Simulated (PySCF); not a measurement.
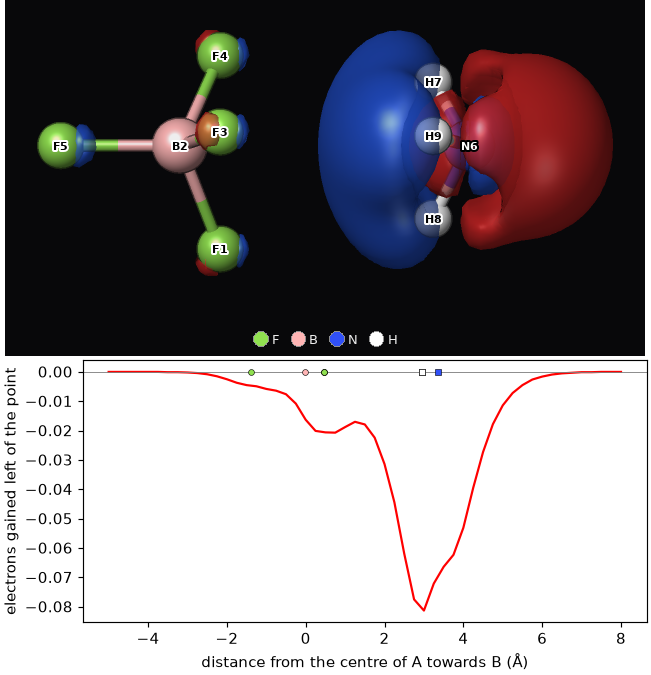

Figure 1: BF4H3N, charge −1, SMILES `F[B-](F)(F)F.N`. Density of the complex less the densities of the two fragments at the same geometry, ±0.005 e/Å³ (red: gain, blue: loss). Fragment A: BF4(−1) (atoms 1–5); fragment B: NH3. Below: the charge-displacement curve along the line of centres (A on the left).

Computed with PySCF, r2SCAN/aug-cc-pVDZ, geometry: GFN2-xTB.

Cartesian coordinates (Å):

```
F1       0.1702    1.3092   -0.0098
B2       0.6400   -0.0000   -0.0000
F3       0.1700   -0.6462    1.1388
F4       0.1703   -0.6632   -1.1289
F5       2.0251    0.0001    0.0000
N6      -2.7280    0.0001   -0.0000
H7      -2.3082   -0.4684   -0.7994
H8      -2.3083    0.9262   -0.0063
H9      -2.3084   -0.4580    0.8049
```

Q: How is the density rearranged on binding?

A: Hirshfeld charges show 0.024 e passing from A to B. By Hirshfeld charges, electrons gather most on N6 (−0.040 e) and leave B2 most (+0.007 e); 0.10 e is displaced in all.

Q: What is the interaction energy, and which contacts carry it?

A: The counterpoise-corrected interaction energy of the frozen fragments is −7.5 kcal/mol without dispersion correction and −7.9 kcal/mol with D3(BJ). The pair geometry is semi-empirical, not a minimum at this level. Contacts: F1···H8, hydrogen bond, 2.51 Å, ρ = 0.009 a.u.; F3···H9, hydrogen bond, 2.51 Å, ρ = 0.009 a.u.; F4···H7, hydrogen bond, 2.51 Å, ρ = 0.009 a.u. The pose is a local one from a semi-empirical search, not shown to be the most stable.
